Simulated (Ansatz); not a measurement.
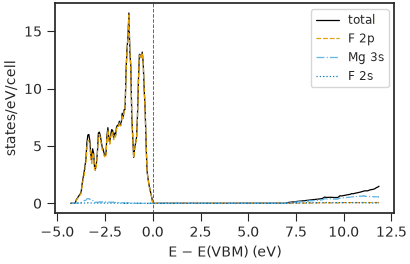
Total and projected density of states of MgF$_{2}$ (rutile, P4_2/mnm), PBEsol in the plane-wave PAW code Ansatz

**Question.** Which orbitals carry the states next to the gap?

**Answer.** Top 1 eV of the valence band: F 2p 99 %. Bottom 1 eV of the conduction band: Mg 3s 74 %, F 2s 20 %. Projections are on Löwdin-orthogonalised atomic valence shells; empty p or d shells of many metals are not among them.

**Question.** Where is the tallest occupied peak in this window, and what makes it?

**Answer.** Near -1.2 eV, about 17 states/eV per cell; the largest projected share is F 2p.

Symmetry was held in the PBEsol relaxation.

Potentials: the earlier of the program's two PAW sets. The files were generated under PBE; for other functionals the program regenerates the frozen cores, and for LDA and PBEsol the local potential too.
